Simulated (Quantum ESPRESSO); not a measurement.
## Cost against accuracy: ecutwfc for GeTePb₂Se₂ (P3m1, 6 atoms in the cell)

```xyz
6
Lattice="4.2255 0.0000 0.0000 -2.1127 3.6594 0.0000 0.0000 0.0000 10.5956" Properties=species:S:1:pos:R:3 pbc="T T T"
Ge     0.0000     0.0000     0.0657
Te     2.1127     1.2198     9.1615
Pb     2.1127     1.2198     3.3198
Pb     0.0000     2.4396     6.9318
Se     0.0000     2.4396     1.6992
Se     0.0000     0.0000     5.3108
```

Method: PBEsol, GBRV 1.5 ultrasoft (PBESOL) pseudopotentials (plane waves; Quantum ESPRESSO 7.5).

Base settings: ecutwfc = 50 Ry; ecutrho = 250 Ry; occupations = smearing; smearing = gaussian; degauss = 0.00147 Ry; K_POINTS = automatic 6 6 2 0 0 0; conv_thr = 1e-09 Ry.

Misses are taken against the tightest run, 100 Ry (ecutrho: 250 Ry → 500 Ry), which need not be fully converged itself. The energy is the free energy per atom.

The count of work is k-points × plane waves × bands × iterations; it is no time, and leaves out set-up, grids and terms that scale otherwise. Core times come from one kind of shared machine and are given to one figure; runs under 30 s give none.

The starting cell comes from a database of computed structures (which also holds hypothetical and non-ambient phases and stackings), without a prior relaxation at this level. Its lattice was rescaled by a random factor within 2.5 % of one.

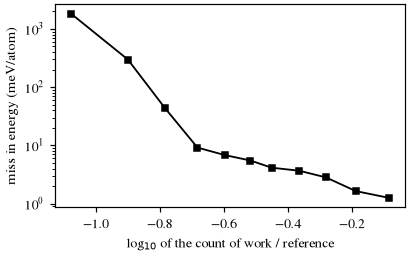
*Miss against the count of work; the reference run is not drawn, and misses under 0.1 meV/atom are drawn there.*

```csv
ecutwfc,energy less reference (meV/atom),pressure less reference (GPa),largest difference in the force on any atom (eV/Å),count of work / reference,core time / reference (rough)
20 Ry (ecutrho: 250 Ry → 100 Ry),1825.81,-51.28,0.129,0.084,–
25 Ry (ecutrho: 250 Ry → 125 Ry),297.04,-10.71,0.010,0.13,–
30 Ry (ecutrho: 250 Ry → 150 Ry),43.44,-1.93,0.004,0.16,0.2
35 Ry (ecutrho: 250 Ry → 175 Ry),9.18,-0.16,0.001,0.21,0.2
40 Ry (ecutrho: 250 Ry → 200 Ry),6.81,0.01,0.000,0.25,0.2
45 Ry (ecutrho: 250 Ry → 225 Ry),5.51,-0.02,0.000,0.30,0.3
50 Ry,4.15,0.00,0.001,0.35,0.3
57 Ry (ecutrho: 250 Ry → 285 Ry),3.68,0.03,0.001,0.43,0.4
65 Ry (ecutrho: 250 Ry → 325 Ry),2.82,0.00,0.000,0.52,0.5
75 Ry (ecutrho: 250 Ry → 375 Ry),1.65,0.02,0.000,0.65,0.7
88 Ry (ecutrho: 250 Ry → 440 Ry),1.26,0.01,0.000,0.83,0.9
100 Ry (ecutrho: 250 Ry → 500 Ry),0.00,0.00,0.000,1.0,1
```

Coarsest setting among those run that, with all tighter ones, holds the energy within 20 meV/atom of the reference: 35 Ry (ecutrho: 250 Ry → 175 Ry), off by 9.2 meV/atom; it needs 0.21 of the reference's count of work and about 0.2 of the reference's time.

Coarsest setting among those run that, with all tighter ones, holds the energy within 5 meV/atom of the reference: 50 Ry, off by 4.2 meV/atom; it needs 0.35 of the reference's count of work and about 0.3 of the reference's time.

The step from 35 Ry (ecutrho: 250 Ry → 175 Ry) to 88 Ry (ecutrho: 250 Ry → 440 Ry): it takes the miss in the energy from 9.2 to 1.3 meV/atom, for 4.0 times the count of work and roughly 5 times the time.
